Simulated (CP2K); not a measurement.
# InPH6 (SMILES [PH3+][InH3-]): PBE/DZVP-MOLOPT-SR-GTH (core potential)

Aim: the energy change on altering one bond length of InPH6 at PBE/DZVP-MOLOPT-SR-GTH (core potential), from 2 runs. 

The results are computed with CP2K 2026.2.

1 further run of the same task is left out (set aside as unsound or not needed).

## 1. The molecule

The species is InPH6 (8 atoms), meant as a singlet with charge 0. As SMILES, `[PH3+][InH3-]`. Geometry: relaxed at PBE0-D4/def2-TZVP.

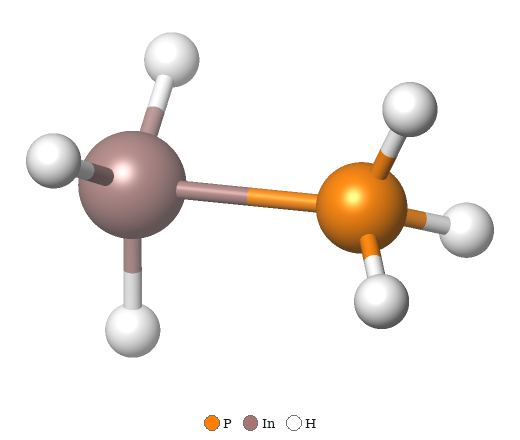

The structure, seen from a chosen angle (phosphorus orange, indium brown, hydrogen white).

## 2. The energy at PBE/DZVP-MOLOPT-SR-GTH (core potential)

Contents of qs.inp:

```
&GLOBAL
  PROJECT qs
  RUN_TYPE ENERGY
  PRINT_LEVEL MEDIUM
&END GLOBAL

&FORCE_EVAL
  METHOD Quickstep
  &DFT
    BASIS_SET_FILE_NAME BASIS_MOLOPT
    POTENTIAL_FILE_NAME GTH_POTENTIALS
    CHARGE 0
    MULTIPLICITY 1
    &QS
      METHOD GPW
      EPS_DEFAULT 1.0E-10
    &END QS
    # plane-wave cutoff in Ry
    &MGRID
      CUTOFF 400
      REL_CUTOFF 50
      NGRIDS 4
    &END MGRID
    &POISSON
      PERIODIC NONE
      POISSON_SOLVER MULTIPOLE
    &END POISSON
    # SCF settings
    &SCF
      SCF_GUESS ATOMIC
      EPS_SCF 1.0E-06
      MAX_SCF 80
      ADDED_MOS 10
      &DIAGONALIZATION
        ALGORITHM STANDARD
      &END DIAGONALIZATION
      &MIXING
        METHOD BROYDEN_MIXING
        ALPHA 0.3
        NBUFFER 8
      &END MIXING
    &END SCF
    &XC
      &XC_FUNCTIONAL PBE
      &END XC_FUNCTIONAL
    &END XC
    &PRINT
      &MOMENTS
        PERIODIC F
        REFERENCE COM
        MAX_MOMENT 1
      &END MOMENTS
      &MO ON
        ENERGIES T
        OCCUPATION_NUMBERS T
        NDIGITS 6
        &EACH
          QS_SCF 0
        &END EACH
        ADD_LAST NUMERIC
      &END MO
      &HIRSHFELD OFF
      &END HIRSHFELD
    &END PRINT
  &END DFT
  # atoms, cell and kinds
  &SUBSYS
    # vacuum box
    &CELL
      ABC [angstrom] 11.4 9.9 11.2
      PERIODIC NONE
    &END CELL
    &COORD
      SCALED T
      P    0.43135088   0.52995960   0.40611607
      In   0.55550000   0.51354545   0.61945536
      H    0.30817544   0.51583838   0.40654464
      H    0.45542105   0.43720202   0.31366071
      H    0.43718421   0.64893939   0.33699107
      H    0.48543860   0.64896970   0.68633929
      H    0.69182456   0.53784848   0.55482143
      H    0.51035965   0.35103030   0.65329464
    &END COORD
    &KIND P
      BASIS_SET DZVP-MOLOPT-SR-GTH-q5
      POTENTIAL GTH-PBE-q5
    &END KIND
    &KIND In
      BASIS_SET DZVP-MOLOPT-SR-GTH-q13
      POTENTIAL GTH-PBE-q13
    &END KIND
    &KIND H
      BASIS_SET DZVP-MOLOPT-SR-GTH-q1
      POTENTIAL GTH-PBE-q1
    &END KIND
  &END SUBSYS
&END FORCE_EVAL
```

The run is started by

```console
$ OMP_NUM_THREADS=1 cp2k.psmp qs.inp > qs.out
```

Log:

```text
CP2K| version string:                                       CP2K version 2026.2
[...]
 GLOBAL| Method name                                                        CP2K
[...]
 GLOBAL| Run type                                                         ENERGY
[...]
 DFT| Spin restricted Kohn-Sham (RKS) calculation                            RKS
 DFT| Multiplicity                                                             1
[...]
 DFT| Charge                                                                   0
[...]
 FUNCTIONAL| PBE:
 QS| Method:                                                                 GPW
[...]
 QS| Density cutoff [a.u.]:                                                200.0
[...]
 QS| Relative density cutoff [a.u.]:                                        25.0
[...]
                             - Atoms:                                          8
[...]
                             - Spherical basis functions:                     68
[...]
 Number of electrons:                                                         24
[...]
     1 NoMix/Diag. 0.30E+00    1.4     0.97156382       -65.5803193124 -6.56E+01
[...]
    18 Broy./Diag. 0.30E+00    1.8     0.00000059       -66.3461455240  7.69E-06
  *** SCF run converged in    18 steps ***
[...]
  Overlap energy of the core charge distribution:               0.00000019742018
  Self energy of the core charge distribution:               -114.81468451324973
  Core Hamiltonian energy:                                     34.52449388061422
  Hartree energy:                                              25.07753948640242
  Exchange-correlation energy:                                -11.13349457514342
  Total energy:                                               -66.34614552395634
[...]
                     Mulliken Population Analysis
 #  Atom  Element  Kind  Atomic population                           Net charge
       1     P        1          5.060840                             -0.060840
       2     In       2         13.478458                             -0.478458
       3     H        3          0.918657                              0.081343
       4     H        3          0.918548                              0.081452
       5     H        3          0.918638                              0.081362
       6     H        3          0.901693                              0.098307
       7     H        3          0.901594                              0.098406
       8     H        3          0.901572                              0.098428
 # Total charge                             24.000000                 -0.000000
[...]
  Dipole moment [Debye]
    X= -0.1896405E+01 Y=  0.2185639E+00 Z= -0.3225644E+01  Total=      3.7481864
 ENERGY| Total FORCE_EVAL ( QS ) energy [hartree]            -66.346145523956338
[...]
```

Wall time 31 s (1 thread of Arm Neoverse V2, shared host); peak memory 1.7 GiB.

## 3. The distorted shape, same level

Contents of qs.inp:

```
&GLOBAL
    PROJECT qs
    RUN_TYPE ENERGY
    PRINT_LEVEL MEDIUM
&END GLOBAL
&FORCE_EVAL
    METHOD Quickstep
    &DFT
        BASIS_SET_FILE_NAME BASIS_MOLOPT
        POTENTIAL_FILE_NAME GTH_POTENTIALS
        CHARGE 0
        MULTIPLICITY 1
        # Quickstep
        &QS
            METHOD GPW
            EPS_DEFAULT 1.0E-10
        &END QS
        # plane-wave cutoff in Ry
        &MGRID
            CUTOFF 400
            REL_CUTOFF 50
            NGRIDS 4
        &END MGRID
        &POISSON
            PERIODIC NONE
            POISSON_SOLVER MULTIPOLE
        &END POISSON
        &SCF
            SCF_GUESS ATOMIC
            EPS_SCF 1.0E-06
            MAX_SCF 150
            ADDED_MOS 5
            &DIAGONALIZATION
                ALGORITHM STANDARD
            &END DIAGONALIZATION
            &MIXING
                METHOD BROYDEN_MIXING
                ALPHA 0.3
                NBUFFER 8
            &END MIXING
        &END SCF
        # exchange and correlation
        &XC
            &XC_FUNCTIONAL PBE
            &END XC_FUNCTIONAL
        &END XC
        &PRINT
            &MOMENTS
                PERIODIC F
                REFERENCE COM
                MAX_MOMENT 1
            &END MOMENTS
            &MO ON
                ENERGIES T
                OCCUPATION_NUMBERS T
                NDIGITS 6
                &EACH
                    QS_SCF 0
                &END EACH
                ADD_LAST NUMERIC
            &END MO
            &HIRSHFELD OFF
            &END HIRSHFELD
        &END PRINT
    &END DFT
    # structure
    &SUBSYS
        # box in angstrom
        &CELL
            ABC [angstrom] 11.4 10.8 11.2
            PERIODIC NONE
        &END CELL
        &COORD
            SCALED T
            P    0.43135088   0.56470676   0.40611607
            In   0.55550000   0.54966046   0.61945536
            H    0.30817544   0.55176231   0.40654464
            H    0.45542105   0.47967898   0.31366071
            H    0.43718421   0.67377157   0.33699107
            H    0.48543860   0.67379935   0.68633929
            H    0.69182456   0.57193824   0.55482143
            H    0.48778904   0.32620065   0.67021464
        &END COORD
        &KIND P
            BASIS_SET DZVP-MOLOPT-SR-GTH-q5
            POTENTIAL GTH-PBE-q5
        &END KIND
        &KIND In
            BASIS_SET DZVP-MOLOPT-SR-GTH-q13
            POTENTIAL GTH-PBE-q13
        &END KIND
        &KIND H
            BASIS_SET DZVP-MOLOPT-SR-GTH-q1
            POTENTIAL GTH-PBE-q1
        &END KIND
    &END SUBSYS
&END FORCE_EVAL
```

The run is started by

```console
$ OMP_NUM_THREADS=1 cp2k.psmp -i qs.inp -o qs.out
```

Log, cut to the lines that bear on the results:

```text
CP2K| version string:                                       CP2K version 2026.2
[...]
 GLOBAL| Method name                                                        CP2K
[...]
 GLOBAL| Run type                                                         ENERGY
[...]
 DFT| Spin restricted Kohn-Sham (RKS) calculation                            RKS
 DFT| Multiplicity                                                             1
[...]
 DFT| Charge                                                                   0
[...]
 FUNCTIONAL| PBE:
 QS| Method:                                                                 GPW
[...]
 QS| Density cutoff [a.u.]:                                                200.0
[...]
 QS| Relative density cutoff [a.u.]:                                        25.0
[...]
                             - Atoms:                                          8
[...]
                             - Spherical basis functions:                     68
[...]
 Number of electrons:                                                         24
[...]
     1 NoMix/Diag. 0.30E+00    1.5     0.82704790       -65.5395329574 -6.55E+01
[...]
    17 Broy./Diag. 0.30E+00    1.8     0.00000066       -66.2811226433 -7.91E-06
  *** SCF run converged in    17 steps ***
[...]
  Overlap energy of the core charge distribution:               0.00000016685633
  Self energy of the core charge distribution:               -114.81468451324973
  Core Hamiltonian energy:                                     34.44914315325850
  Hartree energy:                                              25.14035185184773
  Exchange-correlation energy:                                -11.05593330203484
  Total energy:                                               -66.28112264332199
[...]
                     Mulliken Population Analysis
 #  Atom  Element  Kind  Atomic population                           Net charge
       1     P        1          5.040919                             -0.040919
       2     In       2         13.583698                             -0.583698
       3     H        3          0.916401                              0.083599
       4     H        3          0.916211                              0.083789
[...]
  Dipole moment [Debye]
    X= -0.1663983E+01 Y=  0.1169033E+01 Z= -0.3585983E+01  Total=      4.1224694
 ENERGY| Total FORCE_EVAL ( QS ) energy [hartree]            -66.281122643321993
[...]
```

Run time: 33 s. Hardware: 1 thread of Arm Neoverse V2, shared host; peak memory 1.8 GiB.

## 4. What came out

At PBE/DZVP-MOLOPT-SR-GTH (core potential):

| quantity | value |
| --- | --- |
| first shape: total energy | -66.34615 Eh |
| first shape: dipole moment | 3.75 D |
| first shape: HOMO energy | -6.37 eV |
| first shape: LUMO energy | -0.87 eV |
| first shape: HOMO–LUMO gap | 5.50 eV |
| distorted shape: total energy | -66.28112 Eh |
| distorted shape: dipole moment | 4.12 D |
| distorted shape: HOMO energy | -5.23 eV |
| distorted shape: LUMO energy | -1.54 eV |
| distorted shape: HOMO–LUMO gap | 3.70 eV |
| energy change with the In2–H8 bond stretched from 1.731 to 2.597 Å | 1.769 eV |

In words: One bond (distorted shape) is far stretched, which a spin-restricted single reference describes badly; a broken-symmetry solution may lie lower. With the In2–H8 bond stretched from 1.731 to 2.597 Å the energy rises by 1.77 eV (41 kcal/mol). The first shape isn't relaxed at this level, so the change isn't measured from a minimum. A restricted reference can't describe the breaking bond well at this length.
